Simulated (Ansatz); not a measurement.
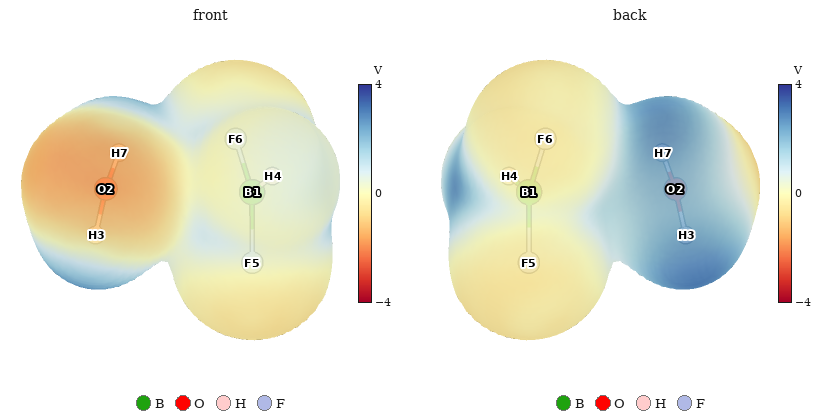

BF2H···H2O. The molecular electrostatic potential painted on the density surface at 0.004 e/bohr³, seen from the front and from behind; red is negative and blue positive.

Not at a stationary point (largest force 0.9 eV/Å).

All numbers below come from RKS B3LYP-D4/def2-SVP in Ansatz.

```yaml
atoms:
  - { symbol: B, position_ang: [0.0615, 0.4100, -0.4222] }
  - { symbol: O, position_ang: [-0.0146, -0.0749, 2.1318] }
  - { symbol: H, position_ang: [-0.9562, -0.2985, 2.1799] }
  - { symbol: H, position_ang: [1.0658, -0.1545, -0.7483] }
  - { symbol: F, position_ang: [-1.1319, -0.1168, -0.6322] }
  - { symbol: F, position_ang: [0.0962, 1.6512, 0.0439] }
  - { symbol: H, position_ang: [-0.0198, 0.9057, 2.0301] }
```

Question: Which sites attract a positive test charge, and which a negative one?

Answer: A positive charge is drawn to the negative regions and a negative charge to the positive ones. The most negative region (about −1.7 V, or −39 kcal/mol for a unit charge) lies over O2, the most positive (about +3.0 V, or +69 kcal/mol for a unit charge) over H3. O2 is the likeliest acceptor of a hydrogen bond.
